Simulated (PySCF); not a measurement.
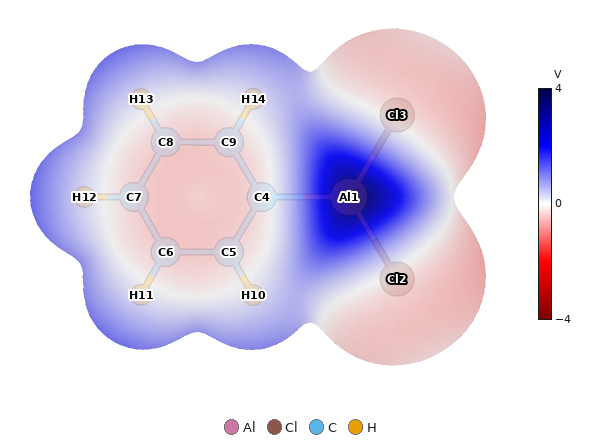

*C6H5AlCl2 (AlCl2Ph). The molecular electrostatic potential painted on the density surface at 0.002 e/bohr³, seen across its widest extent; the colour scale runs from red (negative) to blue (positive).*

Geometry: PBE0-D3(BJ)/def2-SVP.

Theory: PBE0/pcSseg-1 Al:pcSseg-2, SCF density, gas phase, non-relativistic (PySCF).

The calculation's input:

```
{"job": {"kind": "nmr", "xc": "PBE0", "basis": {"default": "pcSseg-1", "Al": "pcSseg-2"}}, "charge": 0, "multiplicity": 1}
Al     1.381948     2.252241    -0.127627
Cl     3.346500     2.337315     0.597087
Cl     0.540668     3.969520    -0.983240
C      0.374396     0.618442    -0.020208
C      0.941962    -0.545265     0.528986
C      0.217959    -1.734048     0.589571
C     -1.087884    -1.776434     0.101053
C     -1.670032    -0.633250    -0.446481
C     -0.943696     0.554053    -0.506540
H      1.965934    -0.522955     0.914645
H      0.672389    -2.630965     1.017635
H     -1.656396    -2.708660     0.146466
H     -2.693253    -0.668300    -0.828579
H     -1.409916     1.444484    -0.939549
```

Run with:

```sh
OMP_NUM_THREADS=1 python probes_run.py task.json out
```

Q: Describe the electrostatic potential map.

A: The most negative region (about −0.6 V) lies over Cl2 and Cl3, the most positive (about +3.3 V) over Al1.
